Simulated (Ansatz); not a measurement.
# ClFH3NSi: molecular dynamics

Purpose: to follow the molecule's vibrations and see whether its bonds hold. The start is relaxed first. Runs: 300 steps of 0.5 fs under a Nosé-Hoover thermostat at 1000 K. SMILES of the start: N[Si@@H](F)Cl.

Program: Ansatz 0.2.0. Level of theory: RKS PBE-D4/def2-SVP. These are calculated values, not measurements.

## 1. The system as given

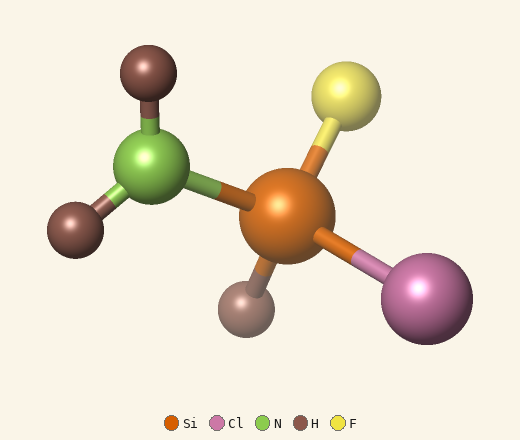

The starting structure, seen from a free direction (silicon orange, chlorine pink, nitrogen green, hydrogen brown, fluorine yellow).

Structure file:

```xyz
7

Si    0.0000    0.0000    0.0000
Cl    0.0000    0.0000    2.1300
N     1.7163    0.0000   -0.6061
H     2.2145   -0.9180   -0.7868
H     2.2175    0.9180   -0.7783
H    -0.6877    1.1914   -0.4862
F    -0.7489   -1.2974   -0.5295
```

## 2. Relaxing the start

File input.yaml:

```yaml
crystal:
  periodic: [false, false, false]
  atoms:
    - { symbol: Si, position_ang: [0.0, 0.0, 0.0] }
    - { symbol: Cl, position_ang: [0.0, 0.0, 2.13] }
    - { symbol: "N", position_ang: [1.7163, 0.0, -0.6061] }
    - { symbol: H, position_ang: [2.2145, -0.918, -0.7868] }
    - { symbol: H, position_ang: [2.2175, 0.918, -0.7783] }
    - { symbol: H, position_ang: [-0.6877, 1.1914, -0.4862] }
    - { symbol: F, position_ang: [-0.7489, -1.2974, -0.5295] }
basis:
  gaussian: { orbitals: def2-SVP }
hamiltonian:
  xc: pbe
  dispersion: d4
relax:
  f_tol: 0.02
  max_steps: 40
```

Run with:

```console
> ansatz run input.yaml --threads 2 --pin off --max-ram 3072MiB --backend cpu --events-out ev --progress --plain --runs-dir out
```

What it wrote (excerpt; [...] marks lines left out):

```text
Warning: RAYON_NUM_THREADS=2 ignored (pool sized by the plan → 2); use --threads N
[...]
Functional definition: PBE
[...]
885 factors; their error is unknown
[...]
mean field -24636.02054273 eV, -905.3570560508 hartree, gradient 6.5e-5 eV, S^2 0.000000; 0 other end points of the search recorded, 0 dependent functions left out
[...]
reference -24636.02057273 eV, -905.3570571534 hartree; 25, 25 occupied and 54, 54 virtual orbitals, 885 factors
relax step   1: F+E_penalty+E_count = -24636.16480186 eV  Δ(F+E_penalty+E_count) = +0.000e0 eV  max|allowed force component| = 3.512e0 eV/Å  Δτ_max = 0.0000 Å  (25 SCF iters, accepted)
[...]
relax step   4: F+E_penalty+E_count = -24636.52890098 eV  Δ(F+E_penalty+E_count) = -6.109e-3 eV  max|allowed force component| = 6.809e-2 eV/Å  Δτ_max = 0.0277 Å  (27 SCF iters, accepted)
[...]
relax step   7: F+E_penalty+E_count = -24636.53011450 eV  Δ(F+E_penalty+E_count) = +1.576e-3 eV  max|allowed force component| = 3.528e-1 eV/Å  Δτ_max = 0.1251 Å  (27 SCF iters, rejected (line search))
[...]
relax step  10: F+E_penalty+E_count = -24636.53516651 eV  Δ(F+E_penalty+E_count) = -9.691e-5 eV  max|allowed force component| = 5.539e-2 eV/Å  Δτ_max = 0.0307 Å  (27 SCF iters, accepted)
[...]
relax step  13: F+E_penalty+E_count = -24636.53545384 eV  Δ(F+E_penalty+E_count) = -5.611e-5 eV  max|allowed force component| = 1.582e-2 eV/Å  Δτ_max = 0.0171 Å  (27 SCF iters, accepted)
[...]
relax step  14: F+E_penalty+E_count = -24636.53548005 eV  Δ(F+E_penalty+E_count) = -2.621e-5 eV  max|allowed force component| = 3.054e-2 eV/Å  Δτ_max = 0.0243 Å  (27 SCF iters, accepted)
[...]
relax step  15: F+E_penalty+E_count = -24636.53549107 eV  Δ(F+E_penalty+E_count) = -1.102e-5 eV  max|allowed force component| = 1.461e-2 eV/Å  Δτ_max = 0.0024 Å  (21 SCF iters, accepted)
885 factors; their error is unknown
[...]
mean field -24636.38857874 eV, -905.3705811247 hartree, gradient 1.5e-5 eV, S^2 0.000000; 1 other end points of the search recorded, 0 dependent functions left out
[...]
reference -24636.38860801 eV, -905.3705822004 hartree; 25, 25 occupied and 54, 54 virtual orbitals, 885 factors
Total energy: -24636.53552034 eV, -905.3759811290 hartree
Atom 0 at     0.061342     0.011880    -0.018957 Å, force     0.000024     0.000019     0.001545 eV/Å
Atom 1 at     0.026262    -0.161286     2.052350 Å, force     0.000800     0.000306    -0.000724 eV/Å
Atom 2 at     1.632735    -0.042564    -0.693833 Å, force     0.006741     0.014055    -0.003817 eV/Å
Atom 3 at     2.314674    -0.758131    -0.434325 Å, force    -0.000345     0.001374    -0.000208 eV/Å
Atom 4 at     2.082649     0.825975    -0.989436 Å, force    -0.006047    -0.014608     0.004498 eV/Å
Atom 5 at    -0.594923     1.283474    -0.434222 Å, force     0.000130     0.000110    -0.000175 eV/Å
Atom 6 at    -0.811039    -1.265347    -0.538477 Å, force    -0.001303    -0.001256    -0.001119 eV/Å
Dipole moment:     0.481603     0.260305    -0.186072 e Å
```

Run time: 15 s. Hardware: 2 threads of Intel Xeon at 2.60GHz (Ice Lake), shared host; peak memory 0.16 GiB.

Step by step:

| step | energy from step 1 (eV) | largest force component (eV/Å) |
| --- | --- | --- |
| 1 | 0.0000 | 3.5122 |
| 2 | -0.2855 | 1.5571 |
| 3 | -0.3580 | 0.3116 |
| 4 | -0.3641 | 0.0681 |
| 5 | -0.3661 | 0.2231 |
| 6 | -0.3669 | 0.1999 |
| 7x | -0.3653 | 0.3528 |
| 8 | -0.3699 | 0.0367 |
| 9 | -0.3703 | 0.0226 |
| 10 | -0.3704 | 0.0554 |
| 11 | -0.3705 | 0.0387 |
| 12 | -0.3706 | 0.0205 |
| 13 | -0.3707 | 0.0158 |
| 14 | -0.3707 | 0.0305 |
| 15 | -0.3707 | 0.0146 |

Step 1 is the start. 1 step was tried and not accepted (7; marked x where the table lists them).

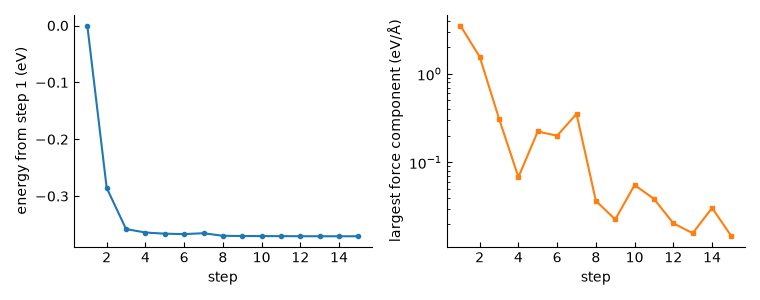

Energy and largest force along the relaxation.

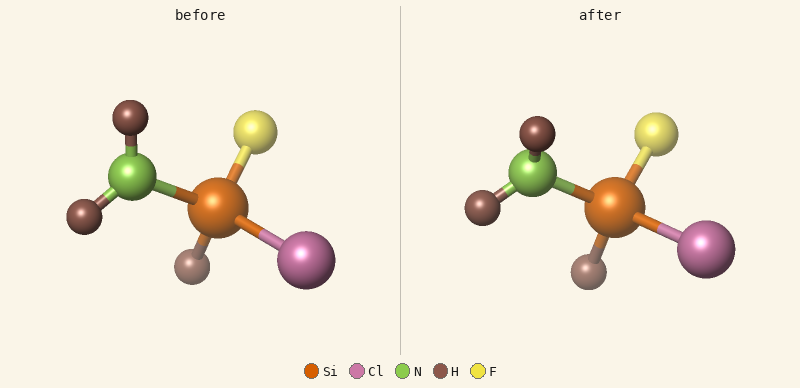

The structure before (left) and after (right), drawn at the same scale.

After: Bond lengths: Si1–Cl2 2.079 Å, Si1–N3 1.711 Å, N3–H4 1.022 Å, N3–H5 1.022 Å, Si1–H6 1.490 Å, Si1–F7 1.632 Å. Angles: Cl2–Si1–N3 113.9°, Cl2–Si1–H6 110.0°, Cl2–Si1–F7 104.1°, N3–Si1–H6 108.8°, N3–Si1–F7 109.9°, H6–Si1–F7 110.1°, Si1–N3–H4 122.3°, Si1–N3–H5 119.4°, H4–N3–H5 112.0°.

## 3. Dynamics

300 steps of 0.5 fs under a Nosé-Hoover thermostat at 1000 K, from the relaxed start.

File input.yaml:

```yaml
crystal:
  periodic: [false, false, false]
  atoms:
    - { symbol: Si, position_ang: [0.061342, 0.01188, -0.018957] }
    - { symbol: Cl, position_ang: [0.026262, -0.161286, 2.05235] }
    - { symbol: "N", position_ang: [1.632735, -0.042564, -0.693833] }
    - { symbol: H, position_ang: [2.314674, -0.758131, -0.434325] }
    - { symbol: H, position_ang: [2.082649, 0.825975, -0.989436] }
    - { symbol: H, position_ang: [-0.594923, 1.283474, -0.434222] }
    - { symbol: F, position_ang: [-0.811039, -1.265347, -0.538477] }
basis:
  gaussian: { orbitals: def2-SVP }
hamiltonian:
  xc: pbe
  dispersion: d4
md:
  timestep: 0.5
  n_steps: 300
  ensemble: nvt_nose_hoover
  temperature: 1000.0
  initial_velocities: maxwell_boltzmann
  seed: 184243
```

Run with:

```console
> ansatz run input.yaml --threads 2 --pin off --max-ram 3072MiB --backend cpu --events-out ev --progress --plain --runs-dir out
```

What it wrote (excerpt; [...] marks lines left out):

```text
Warning: RAYON_NUM_THREADS=2 ignored (pool sized by the plan → 2); use --threads N
[...]
[... 1 set-up line as earlier in the session ...]
[...]
885 factors; their error is unknown
[...]
mean field -24636.38858569 eV, -905.3705813801 hartree, gradient 5.7e-5 eV, S^2 0.000000; 0 other end points of the search recorded, 0 dependent functions left out
[...]
reference -24636.38861498 eV, -905.3705824564 hartree; 25, 25 occupied and 54, 54 virtual orbitals, 885 factors
md step     0: t =     0.00 fs  T =  1000.0 K  F+E_penalty+E_count = -24636.53549803 eV  E_kin = 0.646300 eV  conserved = -24635.88919803 eV  (25 SCF iters)
[...]
md step    18: t =     9.00 fs  T =   714.2 K  F+E_penalty+E_count = -24636.34905615 eV  E_kin = 0.461586 eV  conserved = -24635.88822154 eV  (26 SCF iters, 3 dispersion substeps)
[...]
md step    36: t =    18.00 fs  T =   460.1 K  F+E_penalty+E_count = -24636.17865499 eV  E_kin = 0.297372 eV  conserved = -24635.88465682 eV  (27 SCF iters, 3 dispersion substeps)
[...]
md step    54: t =    27.00 fs  T =   453.0 K  F+E_penalty+E_count = -24636.16855418 eV  E_kin = 0.292780 eV  conserved = -24635.88421856 eV  (27 SCF iters, 3 dispersion substeps)
[...]
md step    70: t =    35.00 fs  T =   622.2 K  F+E_penalty+E_count = -24636.27614273 eV  E_kin = 0.402149 eV  conserved = -24635.88888238 eV  (27 SCF iters, 3 dispersion substeps)
md step    71: t =    35.50 fs  T =   604.2 K  F+E_penalty+E_count = -24636.26400251 eV  E_kin = 0.390523 eV  conserved = -24635.88896473 eV  (27 SCF iters, 3 dispersion substeps)
```

## 4. The log goes on: dynamics from the start

Output, continued (excerpt; [...] marks lines left out):

```text
md step    72: t =    36.00 fs  T =   530.4 K  F+E_penalty+E_count = -24636.21441431 eV  E_kin = 0.342807 eV  conserved = -24635.88765277 eV  (27 SCF iters, 3 dispersion substeps)
[...]
md step    94: t =    47.00 fs  T =   250.3 K  F+E_penalty+E_count = -24636.01844983 eV  E_kin = 0.161783 eV  conserved = -24635.88312393 eV  (27 SCF iters, 3 dispersion substeps)
[...]
md step   116: t =    58.00 fs  T =   620.1 K  F+E_penalty+E_count = -24636.24491801 eV  E_kin = 0.400761 eV  conserved = -24635.88863124 eV  (26 SCF iters, 3 dispersion substeps)
[...]
md step   138: t =    69.00 fs  T =   672.8 K  F+E_penalty+E_count = -24636.25355369 eV  E_kin = 0.434849 eV  conserved = -24635.88738324 eV  (28 SCF iters, 3 dispersion substeps)
[...]
md step   160: t =    80.00 fs  T =   541.1 K  F+E_penalty+E_count = -24636.12907978 eV  E_kin = 0.349687 eV  conserved = -24635.88460287 eV  (29 SCF iters, 3 dispersion substeps)
md step   161: t =    80.50 fs  T =   482.7 K  F+E_penalty+E_count = -24636.08938604 eV  E_kin = 0.311978 eV  conserved = -24635.88401338 eV  (28 SCF iters, 3 dispersion substeps)
md step   162: t =    81.00 fs  T =   466.1 K  F+E_penalty+E_count = -24636.07716295 eV  E_kin = 0.301231 eV  conserved = -24635.88384087 eV  (28 SCF iters, 3 dispersion substeps)
```

## 5. More of the same log: dynamics from the start

Output, continued (excerpt; [...] marks lines left out):

```text
md step   163: t =    81.50 fs  T =   495.7 K  F+E_penalty+E_count = -24636.09520762 eV  E_kin = 0.320341 eV  conserved = -24635.88410626 eV  (29 SCF iters, 3 dispersion substeps)
[...]
md step   181: t =    90.50 fs  T =   519.9 K  F+E_penalty+E_count = -24636.07427421 eV  E_kin = 0.335984 eV  conserved = -24635.88361819 eV  (28 SCF iters, 3 dispersion substeps)
[...]
md step   199: t =    99.50 fs  T =   601.2 K  F+E_penalty+E_count = -24636.08645073 eV  E_kin = 0.388535 eV  conserved = -24635.88404736 eV  (28 SCF iters, 3 dispersion substeps)
[...]
md step   217: t =   108.50 fs  T =   627.0 K  F+E_penalty+E_count = -24636.06410183 eV  E_kin = 0.405252 eV  conserved = -24635.88518553 eV  (28 SCF iters, 3 dispersion substeps)
[...]
md step   300: t =   150.00 fs  T =   929.9 K  F+E_penalty+E_count = -24636.06819138 eV  E_kin = 0.600965 eV  conserved = -24635.88238507 eV  (27 SCF iters, 3 dispersion substeps)
Total energy: -24636.06822201 eV, -905.3588082321 hartree
Atom 0 at    -0.039814    -0.014113    -0.047596 Å, force     2.460639    -0.092377     0.374004 eV/Å
Atom 1 at     0.085537    -0.087363     2.048505 Å, force    -0.416540    -0.196315    -0.443233 eV/Å
Atom 2 at     1.663308    -0.019136    -0.530366 Å, force     1.748260    -0.420209    -1.905033 eV/Å
Atom 3 at     2.039304     0.514147    -1.437919 Å, force    -1.250281    -1.428167     2.388114 eV/Å
Atom 4 at     2.342317    -0.872859    -0.348529 Å, force    -1.875067     2.033247    -0.331215 eV/Å
Atom 5 at    -0.611850     1.304381    -0.428897 Å, force    -0.319003    -0.200037    -0.233723 eV/Å
Atom 6 at    -0.792915    -1.360608    -0.590525 Å, force    -0.348008     0.303858     0.151085 eV/Å
Dipole moment:     0.262316     0.131209    -0.402794 e Å
```

It took 4 min on 2 threads of Intel Xeon at 2.60GHz (Ice Lake), shared host; peak memory 0.16 GiB.

## 6. The trajectory

The trajectory, every 12 steps (energies from step 0):

```
time (fs)  T (K)  potential energy change (meV/atom)  conserved energy change (meV/atom)
      0.0   1000                                 0.0                                0.00
      6.0    837                                15.2                                0.05
     12.0    453                                51.3                                0.62
     18.0    460                                51.0                                0.65
     24.0    497                                47.7                                0.44
     30.0    627                                36.2                                0.17
     36.0    530                                45.9                                0.22
     42.0    213                                76.5                                0.69
     48.0    418                                57.9                                0.30
     54.0    652                                37.5                                0.11
     60.0    474                                56.1                                0.49
     66.0    347                                69.9                                0.91
     72.0    567                                51.5                                0.62
     78.0    799                                32.6                                0.07
     84.0    794                                36.1                                0.06
     90.0    569                                61.0                                0.72
     96.0    630                                59.2                                0.88
    102.0    769                                49.7                                0.42
    108.0    742                                56.2                                0.35
    114.0    579                                75.0                                0.79
    120.0    525                                83.9                                0.87
    126.0    745                                66.8                                0.22
    132.0    783                                66.2                                0.20
    138.0    858                                64.0                                0.64
    144.0    910                                64.2                                1.09
    150.0    930                                66.8                                0.97
```

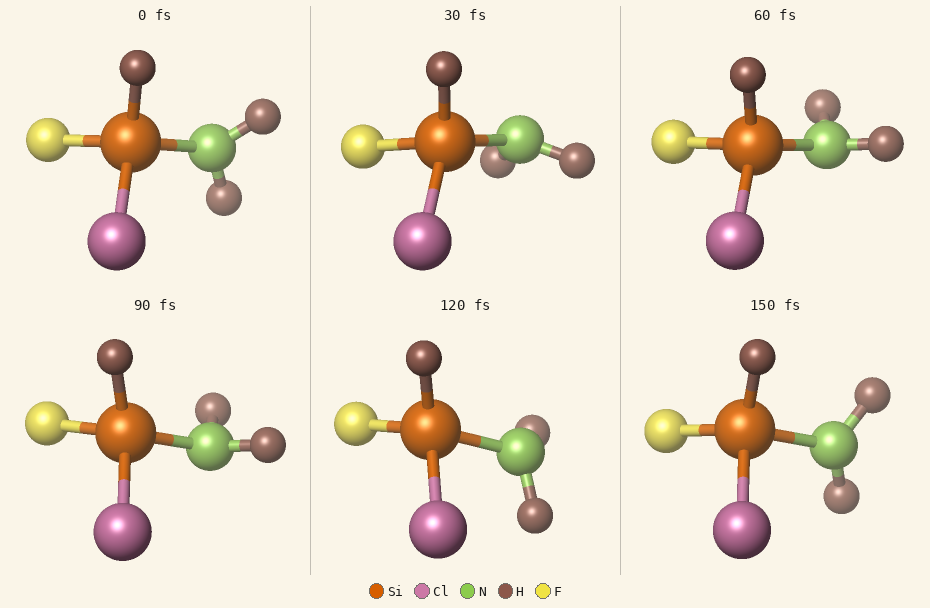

The system at six times, viewed from a chosen angle. Sticks join atoms within a bonding distance in each frame.

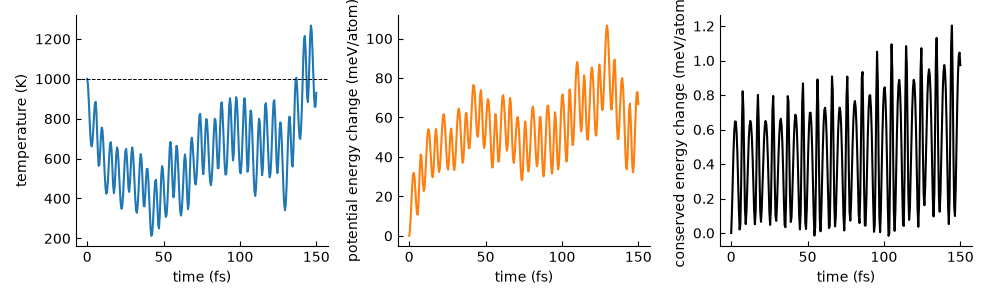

Traces against time; each panel has its own scale. The dashed line is the set temperature.

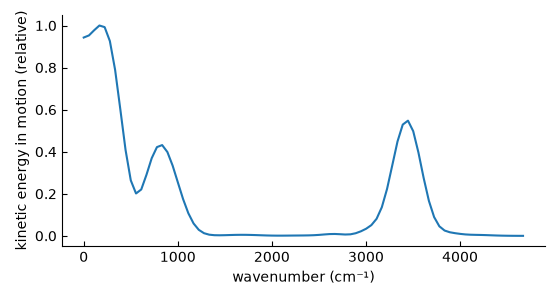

Power spectrum of the mass-weighted velocities; a run of 150 fs resolves no finer than about 440 cm⁻¹.

## 7. Snapshots as a file

Positions (Å) and forces (eV/Å):

```xyz
7
time_fs=19.0 T=618 dE=0.2518
Si    0.086    0.072    0.002   -0.559   -0.735   -0.410
Cl   -0.025   -0.176    2.065    0.336    0.225    0.093
N     1.588   -0.076   -0.877   -1.102    0.984    0.610
H     1.949   -0.999   -0.738    0.501   -1.306   -0.043
H     2.223    0.530   -0.378    1.026    0.725   -0.003
H    -0.595    1.369   -0.318    0.067   -0.173   -0.020
F    -0.706   -1.279   -0.479   -0.268    0.281   -0.226
7
time_fs=37.5 T=360 dE=0.4363
Si    0.093    0.077    0.007    0.416   -0.273    0.122
Cl   -0.049   -0.170    2.083    0.400    0.313   -0.206
N     1.595   -0.071   -0.857   -2.024    2.182    2.021
H     1.532   -0.864   -1.385   -0.147   -3.228   -2.098
H     2.535    0.209   -0.789    1.514    0.934    0.542
H    -0.682    1.305   -0.339    0.023   -0.054    0.060
F    -0.668   -1.286   -0.478   -0.182    0.126   -0.441
7
time_fs=56.0 T=455 dE=0.3979
Si    0.104    0.036    0.032   -1.182   -0.568   -0.369
Cl   -0.035   -0.138    2.087    0.537    0.052    0.043
N     1.567   -0.121   -0.815   -0.103    0.976    3.745
H     1.540   -0.466   -1.700   -0.237   -1.651   -3.618
H     2.320    0.507   -0.693    1.245    0.975    0.245
H    -0.731    1.234   -0.263    0.024    0.149   -0.018
F    -0.676   -1.282   -0.548   -0.285    0.067   -0.029
7
time_fs=75.0 T=657 dE=0.3122
Si    0.028   -0.033    0.017    1.216    0.663   -0.001
Cl    0.029   -0.099    2.095    0.159   -0.248   -0.298
N     1.663   -0.101   -0.688   -1.477   -0.288    3.271
H     1.558   -0.250   -1.636   -0.206   -0.797   -3.242
H     2.220    0.726   -0.597    0.666    0.940    0.433
H    -0.718    1.233   -0.248   -0.204   -0.073   -0.181
F    -0.751   -1.291   -0.642   -0.154   -0.197    0.018
7
time_fs=94.0 T=864 dE=0.2485
Si   -0.003   -0.055   -0.025   -1.659   -0.331    0.126
Cl    0.115   -0.077    2.077   -0.305   -0.037   -0.542
N     1.617   -0.053   -0.488    0.008   -0.089    0.488
H     1.912   -0.334   -1.392    0.352   -0.452   -1.399
H     2.190    0.699   -0.142    0.507    0.404    0.395
H    -0.937    1.025   -0.483    0.222    0.258    0.308
F    -0.836   -1.317   -0.719    0.875    0.246    0.625
7
time_fs=112.5 T=800 dE=0.3705
Si   -0.102   -0.063   -0.038    2.298    0.699    0.304
Cl    0.176   -0.064    2.017   -0.687   -0.270    0.663
N     1.624   -0.012   -0.382   -0.307    0.134    0.656
H     2.211   -0.386   -1.125   -0.295   -0.036   -0.365
H     2.183    0.096    0.495   -0.510   -0.124   -0.806
H    -0.888    1.184   -0.243   -0.213   -0.217   -0.418
F    -0.828   -1.335   -0.726   -0.284   -0.186   -0.034
7
time_fs=131.0 T=570 dE=0.6003
Si   -0.070   -0.029   -0.041   -1.220   -0.737   -0.076
Cl    0.177   -0.069    2.005   -0.996   -0.072    0.702
N     1.595    0.035   -0.317    2.298   -2.400   -2.372
H     1.778   -0.231   -1.363    0.011    0.667    1.882
H     2.020   -0.800    0.248   -0.577    1.788   -1.034
H    -0.944    0.990   -0.664    0.144    0.539    0.268
F    -0.821   -1.359   -0.701    0.339    0.214    0.630
7
time_fs=150.0 T=930 dE=0.4673
Si   -0.040   -0.014   -0.048    2.461   -0.092    0.374
Cl    0.086   -0.087    2.049   -0.416   -0.196   -0.443
N     1.663   -0.019   -0.530    1.748   -0.420   -1.905
H     2.039    0.514   -1.438   -1.250   -1.428    2.388
H     2.342   -0.873   -0.348   -1.875    2.033   -0.331
H    -0.612    1.304   -0.429   -0.319   -0.200   -0.234
F    -0.793   -1.361   -0.591   -0.348    0.304    0.151
```

## 8. Outcome

```
                              quantity                           value
               relaxation of the start        13 moves, 0.371 eV lower
                                length             300 steps of 0.5 fs
      temperature, first and last step                  1000 and 930 K
              temperature, second half  mean 729 K, from 341 to 1267 K
         potential energy, second half     +60 meV/atom from the start
largest change of the conserved energy                   1.20 meV/atom
                bonds formed or broken                               0
```

In words: Against a set 1000 K the second half averages 729 K with a spread of 187 K. In 150 fs the run doesn't reach equilibrium. The conserved energy strays from its start by at most 1.20 meV/atom, 2.1 % of the mean kinetic energy, fair for a step of 0.5 fs. No bond forms or breaks. 150 fs on 7 atoms is far too short and small for converged averages. The nuclei move classically, without zero-point motion, which matters most for hydrogen.
